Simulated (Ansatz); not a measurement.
**Ga12Sb12 zinc blende off sphere (Ga12Sb12H32): spin-state energies by level**

Is the singlet the ground state of Ga12Sb12 zinc blende off sphere (Ga12Sb12H32)? Other spin states are computed and compared level by level.

Method: as each input shows; program: Ansatz 0.2.0, Gaussian basis.

The runs, in order: triplet, at the geometry of the singlet (PBE0-D4/def2-SVP, PBE-D4/def2-SVP); the singlet's energies come from earlier runs.

2 further runs of the same task are left out: 1 for a known fault of the program, 1 set aside as unsound or not needed. Runs told in other sessions of the task aren't counted.

## 1. The geometry

The singlet was relaxed beforehand with PBE-D4/def2-SVP.

56 atoms, charge 0, spin multiplicity 1.

Atoms are counted from 1 here; the program's logs count them from 0.

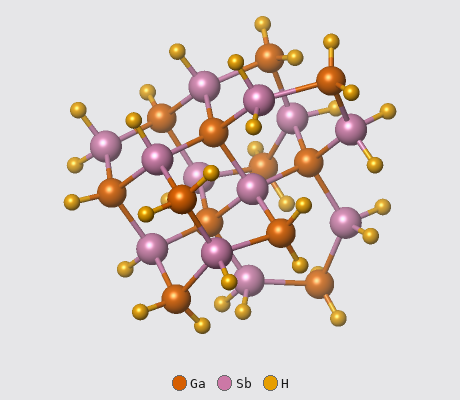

The structure; gallium orange, antimony pink, hydrogen amber.

Sb takes a core potential in the def2 sets. No spin-orbit coupling is included.

## 2. Triplet at the fixed geometry, PBE0-D4/def2-SVP

Input file in.yaml:

```yaml
crystal:
  periodic: [false, false, false]
  atoms:
    - {symbol: Ga, position_ang: [-4.962530, 1.695905, -0.385232]}
    - {symbol: Ga, position_ang: [-2.471670, -4.181856, 2.890479]}
    - {symbol: Ga, position_ang: [1.069927, -4.642729, -0.599932]}
    - {symbol: Ga, position_ang: [-1.936147, 1.938440, -3.851063]}
    - {symbol: Ga, position_ang: [1.468856, -1.463581, -3.898910]}
    - {symbol: Ga, position_ang: [-1.707971, -1.236501, -0.951355]}
    - {symbol: Ga, position_ang: [-1.571838, 1.563770, 2.579820]}
    - {symbol: Ga, position_ang: [1.430804, -1.430191, 1.904138]}
    - {symbol: Ga, position_ang: [1.237501, 1.711479, -0.949058]}
    - {symbol: Ga, position_ang: [-1.701128, 4.959663, -0.379551]}
    - {symbol: Ga, position_ang: [4.643430, -1.069379, -0.596372]}
    - {symbol: Ga, position_ang: [4.182315, 2.474495, 2.892880]}
    - {symbol: Sb, position_ang: [-3.203672, -2.699751, 0.738073]}
    - {symbol: Sb, position_ang: [-3.351770, 0.419270, -2.192206]}
    - {symbol: Sb, position_ang: [-3.057303, 3.051171, 0.937319]}
    - {symbol: Sb, position_ang: [-0.105026, -2.872274, -2.276076]}
    - {symbol: Sb, position_ang: [-0.169031, -2.870819, 3.510240]}
    - {symbol: Sb, position_ang: [2.935831, -2.936147, 0.371055]}
    - {symbol: Sb, position_ang: [-0.235543, 0.242686, -5.088401]}
    - {symbol: Sb, position_ang: [-0.420682, 3.353940, -2.188532]}
    - {symbol: Sb, position_ang: [2.874935, 0.108923, -2.272427]}
    - {symbol: Sb, position_ang: [-0.212009, 0.213104, 0.667541]}
    - {symbol: Sb, position_ang: [2.876488, 0.167686, 3.507988]}
    - {symbol: Sb, position_ang: [2.700715, 3.207143, 0.740185]}
    - {symbol: H, position_ang: [-5.863143, 2.663336, -1.249675]}
    - {symbol: H, position_ang: [-5.522508, 0.520899, 0.518049]}
    - {symbol: H, position_ang: [-3.496266, -3.890201, 4.051642]}
    - {symbol: H, position_ang: [-2.017921, -5.579359, 2.326298]}
    - {symbol: H, position_ang: [1.726760, -5.808971, -1.428852]}
    - {symbol: H, position_ang: [0.050606, -4.833958, 0.601785]}
    - {symbol: H, position_ang: [-2.743264, 2.746011, -4.942095]}
    - {symbol: H, position_ang: [2.306162, -2.299340, -4.944041]}
    - {symbol: H, position_ang: [-2.402486, 0.425663, 3.312134]}
    - {symbol: H, position_ang: [-0.439181, 2.394802, 3.319931]}
    - {symbol: H, position_ang: [-2.667867, 5.861571, -1.243415]}
    - {symbol: H, position_ang: [-0.527754, 5.518342, 0.526645]}
    - {symbol: H, position_ang: [5.810381, -1.725019, -1.425701]}
    - {symbol: H, position_ang: [4.834497, -0.052050, 0.607365]}
    - {symbol: H, position_ang: [5.581524, 2.025642, 2.328869]}
    - {symbol: H, position_ang: [3.886858, 3.496358, 4.055484]}
    - {symbol: H, position_ang: [-4.203762, -3.700531, -0.237763]}
    - {symbol: H, position_ang: [-4.436658, -1.604643, 1.206369]}
    - {symbol: H, position_ang: [-4.247794, -0.622966, -3.231652]}
    - {symbol: H, position_ang: [-4.022006, 4.013357, 1.992219]}
    - {symbol: H, position_ang: [-1.133998, -3.733602, -3.355379]}
    - {symbol: H, position_ang: [0.856701, -3.972671, 4.341007]}
    - {symbol: H, position_ang: [-0.463756, -1.847023, 4.857034]}
    - {symbol: H, position_ang: [3.807993, -3.809036, 1.574547]}
    - {symbol: H, position_ang: [-1.126395, -0.666707, -6.245308]}
    - {symbol: H, position_ang: [0.677067, 1.138263, -6.239092]}
    - {symbol: H, position_ang: [0.620142, 4.253818, -3.226069]}
    - {symbol: H, position_ang: [3.738116, 1.138274, -3.349925]}
    - {symbol: H, position_ang: [1.859312, 0.456027, 4.861206]}
    - {symbol: H, position_ang: [3.983757, -0.859516, 4.329449]}
    - {symbol: H, position_ang: [1.606240, 4.440827, 1.208176]}
    - {symbol: H, position_ang: [3.701760, 4.206455, -0.236043]}
basis:
  gaussian: {orbitals: def2-SVP, fitting: {mean_field: def2-universal-jkfit}}
magnetization: {spin_polarized: true, initial_magnetization: 2}
hamiltonian: {xc: pbe0, dispersion: d4}
scf: {omitted_lower_state_checks: [starts]}
output: {orbitals: {seedname: orbitals}}
```

On the command line:

```
$ ansatz run in.yaml --threads 11 --pin off --events-out ev --progress --plain --max-ram 174080MiB --backend cuda --devices 0, --max-vram 75GiB
```

The program printed:

```text
Functional definition: PBE0
  name "PBE0"
  cite "Adamo & Barone, J. Chem. Phys. 110, 6158 (1999) doi:10.1063/1.478522"
  cite "Perdew, Burke & Ernzerhof, Phys. Rev. Lett. 77, 3865 (1996) doi:10.1103/PhysRevLett.77.3865"
  parent pbe
  parameter a = 0.25
  parameter kappa = 0.804
  parameter beta = 0.06672455060314922
  exchange = (1 - a)*pbe_x(kappa = kappa, mu = beta*pi^2/3) + a*exact_x
  correlation = pbe_c(beta = beta)
these checks for a lower state are left out or cut short: starts
6384 factors; integrals over basis functions are off by at most 3.5e-1 eV
mean field evaluation 1: about -707351.3130 eV, gradient 4.4e1 eV
mean field evaluation 2: about -707345.4734 eV, gradient 5.7e1 eV
mean field evaluation 4: about -707357.0125 eV, gradient 3.9e0 eV
mean field evaluation 8: about -707357.1243 eV, gradient 1.4e0 eV
mean field evaluation 16: about -707357.1907 eV, gradient 1.3e-1 eV
mean field evaluation 32: about -707357.1945 eV, gradient 1.1e-3 eV
mean field -707357.19451648 eV, -25994.8974345537 hartree, gradient 6.7e-6 eV, S^2 2.006905; 0 other end points of the search recorded, 0 dependent functions left out
reference -707357.19461152 eV, -25994.8974380463 hartree; 341, 339 occupied and 515, 517 virtual orbitals, 6384 factors
Total energy: -707362.20262505 eV, -25995.0814791490 hartree
Checks for a lower state left out: starts
```

Run time: 31 s. Hardware: 1 × H100 with 11 threads of AMD EPYC 7R13, shared host; peak host memory 1.8 GiB.

From the report: HOMO -2.98 eV, LUMO -5.71 eV (over both spins; with the spin held, an empty level of the minority spin lies below the top filled one); ⟨S²⟩ 2.007 (pure: 2.00).

## 3. Triplet at the fixed geometry, PBE-D4/def2-SVP

start.molden holds the orbitals of an earlier run on this state, given as this run's starting guess.

in.yaml, as its differences from that of step 2:

```diff
@@ -60,5 +60,5 @@
 basis:
-  gaussian: {orbitals: def2-SVP, fitting: {mean_field: def2-universal-jkfit}}
+  gaussian: {orbitals: def2-SVP, fitting: {mean_field: def2-universal-jkfit}, initial_orbitals: start.molden}
 magnetization: {spin_polarized: true, initial_magnetization: 2}
-hamiltonian: {xc: pbe0, dispersion: d4}
+hamiltonian: {xc: pbe, dispersion: d4}
 scf: {omitted_lower_state_checks: [starts]}
```

The command is unchanged.

The program printed:

```text
Functional definition: PBE
  name "PBE"
  cite "Perdew, Burke & Ernzerhof, Phys. Rev. Lett. 77, 3865 (1996) doi:10.1103/PhysRevLett.77.3865"
  parent pbe
  parameter kappa = 0.804
  parameter beta = 0.06672455060314922
  exchange = pbe_x(kappa = kappa, mu = beta*pi^2/3)
  correlation = pbe_c(beta = beta)
these checks for a lower state are left out or cut short: starts
6384 factors; integrals over basis functions are off by at most 3.5e-1 eV
mean field evaluation 1: about -707337.9112 eV, gradient 1.4e1 eV
mean field evaluation 2: about -707338.8901 eV, gradient 1.0e0 eV
mean field evaluation 4: about -707338.9360 eV, gradient 3.1e-1 eV
mean field evaluation 8: about -707338.9420 eV, gradient 4.8e-5 eV
mean field evaluation 16: about -707338.9420 eV, gradient 2.8e-5 eV
mean field -707338.94203867 eV, -25994.2266683661 hartree, gradient 8.8e-6 eV, S^2 2.001754; 0 other end points of the search recorded, 0 dependent functions left out
reference -707338.94216581 eV, -25994.2266730383 hartree; 341, 339 occupied and 515, 517 virtual orbitals, 6384 factors
Total energy: -707344.33871327 eV, -25994.4249924996 hartree
Checks for a lower state left out: starts
```

Wall time 15 s (1 × H100 with 11 threads of AMD EPYC 7R13, shared host); peak host memory 1.7 GiB.

From the report: HOMO -2.71 eV, LUMO -5.82 eV (over both spins; with the spin held, an empty level of the minority spin lies below the top filled one); ⟨S²⟩ 2.002 (pure: 2.00).

## 4. Triplet less singlet, vertical

The singlet's energies are those of its earlier runs, whose logs aren't repeated here.

```
           level  triplet less singlet, vertical (eV)  time
 PBE-D4/def2-SVP                               +3.085  26 s
PBE0-D4/def2-SVP                               +3.679  44 s
```

Times add the two runs; a level without a time comes out of a correlated run.

## 5. Outcome

| quantity | value |
| --- | --- |
| triplet less singlet, vertical, functionals in def2-SVP | +3.085 (PBE-D4) to +3.679 eV (PBE0-D4) |

All functionals put the triplet above the singlet, over a spread of 0.595 eV. The checks for a lower triplet were left out, so another state of that spin may lie lower. These are electronic energies, without zero-point motion, entropy or surroundings.
